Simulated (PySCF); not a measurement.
# [Sm(NH3)]2+: forces at shaken geometries

Aim: move all atoms of relaxed [Sm(NH3)]2+ at random and read energies and forces. The structure is generated, not taken from experiment.

Method: BP86, Sm lcecp-0-SVP with ECP52, N def2-SVP, H def2-SVP; scalar-relativistic core potentials, no spin–orbit coupling; program: PySCF 2.14.0.

2 further runs of the same task are left out: 2 for a known fault of the program. Runs told in other sessions of the task aren't counted.

### Step 1. The system as given

5 atoms, charge 2, spin multiplicity 1.

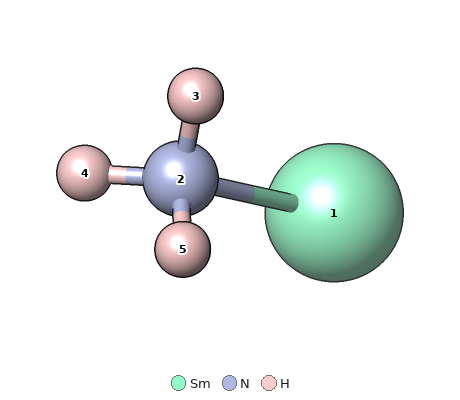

The structure; samarium green, nitrogen light blue, hydrogen pink; atoms are numbered from 1 in the order of the file.

Geometry (Å):

```xyz
5
charge 2, multiplicity 1
Sm    0.0000    0.0000   -0.2219
N     0.0000    0.0000    2.3863
H     0.9405    0.0000    2.8315
H    -0.4703    0.8144    2.8315
H    -0.4702   -0.8145    2.8315
```

Formal oxidation states: Sm +2. Each metal's 6 4f electrons lie in its core potential, so multiplicities, spins and levels count the valence alone. An earlier session relaxed this geometry at BP86, Sm lcecp-0-SVP with ECP52, N def2-SVP, H def2-SVP (singlet, point group C3v).

Its energy there is -84.858894 Eh.

### Step 2. Atoms moved at random, σ = 0.06 Å

run.py (the lines that set the calculation) reads:

```python
mol = gto.M(atom='''
Sm     0.07270    -0.07772    -0.30896
N      0.01040     0.10510     2.42236
H      0.90077     0.01375     2.93085
H     -0.54615     0.78760     2.83445
H     -0.43772    -0.82874     2.78033''',
    basis={'Sm': 'lcecp-0-SVP', 'N': 'def2-SVP', 'H': 'def2-SVP'},
    ecp={'Sm': 'lcecp-0-SVP'},
    charge=2, spin=0)
mf = dft.RKS(mol, xc='B88,P86')
mf.grids.atom_grid = (50, 194)  # f atoms: unpruned, at least (60, 302)
mf = mf.density_fit()  # fitting sets: Sm AutoAux, N def2-universal-JKFIT, H def2-universal-JKFIT
mf.conv_tol = 1e-08; mf.max_cycle = 55
mf.kernel(dm0)  # dm0: the density of the relaxed state
```

On the command line:

```console
> OMP_NUM_THREADS=2 python run.py
```

### Step 3. Atoms moved at random, σ = 0.03 Å

run.py (the lines that set the calculation) reads:

```python
mol = gto.M(atom='''
Sm     0.01765     0.03269    -0.21346
N      0.01951    -0.04995     2.39185
H      0.94339     0.02545     2.85118
H     -0.52823     0.81742     2.83709
H     -0.45232    -0.82561     2.79237''',
    basis={'Sm': 'lcecp-0-SVP', 'N': 'def2-SVP', 'H': 'def2-SVP'},
    ecp={'Sm': 'lcecp-0-SVP'},
    charge=2, spin=0)
mf = dft.RKS(mol, xc='B88,P86')
mf.grids.atom_grid = (50, 194)  # f atoms: unpruned, at least (60, 302)
mf = mf.density_fit()  # fitting sets: Sm AutoAux, N def2-universal-JKFIT, H def2-universal-JKFIT
mf.conv_tol = 1e-08; mf.max_cycle = 55
mf.kernel(dm0)  # dm0: the density of the relaxed state
```

### Step 4. Atoms moved at random, σ = 0.03 Å

run.py (the lines that set the calculation) reads:

```python
mol = gto.M(atom='''
Sm     0.01508     0.01045    -0.26893
N      0.00612    -0.00532     2.41083
H      0.94001    -0.00947     2.82462
H     -0.49372     0.80961     2.83779
H     -0.46749    -0.80527     2.85473''',
    basis={'Sm': 'lcecp-0-SVP', 'N': 'def2-SVP', 'H': 'def2-SVP'},
    ecp={'Sm': 'lcecp-0-SVP'},
    charge=2, spin=0)
mf = dft.RKS(mol, xc='B88,P86')
mf.grids.atom_grid = (50, 194)  # f atoms: unpruned, at least (60, 302)
mf = mf.density_fit()  # fitting sets: Sm AutoAux, N def2-universal-JKFIT, H def2-universal-JKFIT
mf.conv_tol = 1e-08; mf.max_cycle = 55
mf.kernel(dm0)  # dm0: the density of the relaxed state
```

Before running it: what results should come out? Wanted: for each run, σ; energy rise; harmonic estimate −½ F·u; largest force component.

As calculated:

| σ (Å) | energy rise (eV) | harmonic estimate −½ F·u (eV) | largest force component (eV/Å) |
| --- | --- | --- | --- |
| 0.06 | 0.263 | 0.254 | 4.74 |
| 0.03 | 0.161 | 0.157 | 3.79 |
| 0.03 | 0.026 | 0.026 | 0.79 |

Every displacement raises the energy. For a harmonic well the rise equals −½ F·u; the two differ by at most 3 % here (a move with σ = 0.06 Å), from anharmonicity, the grid and the small forces left at the relaxed point. The bases are small and lack diffuse functions. Spin–orbit coupling is left out. The core potential fixes the 4f count, so no charge can pass from the ligands into that shell.
